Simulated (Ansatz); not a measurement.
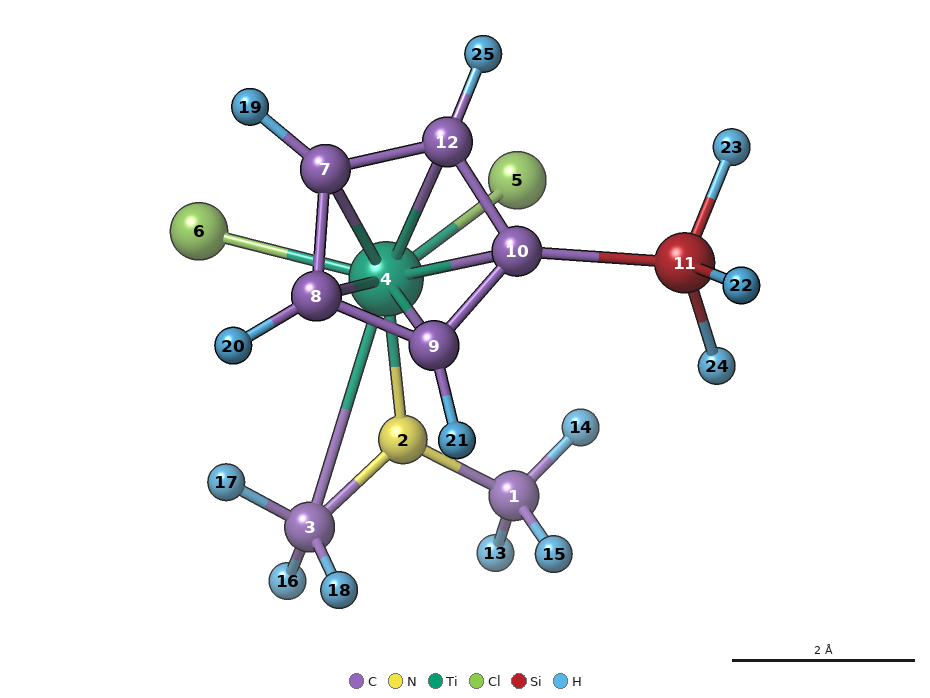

Orthographic view. Distant atoms are faded towards the background colour. The species is neutral and a spin singlet. The geometry was computed by an optimisation with PBE0-D4/def2-TZVP. No frequency run is at hand to confirm it as a minimum.

List the bonded neighbours of every atom.

C1: N2, H13, H14, H15
N2: C1, C3, Ti4
C3: N2, Ti4, H16, H17, H18
Ti4: N2, C3, Cl5, Cl6, C7, C8, C9, C10, C12
Cl5: Ti4
Cl6: Ti4
C7: Ti4, C8, C12, H19
C8: Ti4, C7, C9, H20
C9: Ti4, C8, C10, H21
C10: Ti4, C9, Si11, C12
Si11: C10, H22, H23, H24
C12: Ti4, C7, C10, H25
(terminal hydrogens appear only as neighbours)
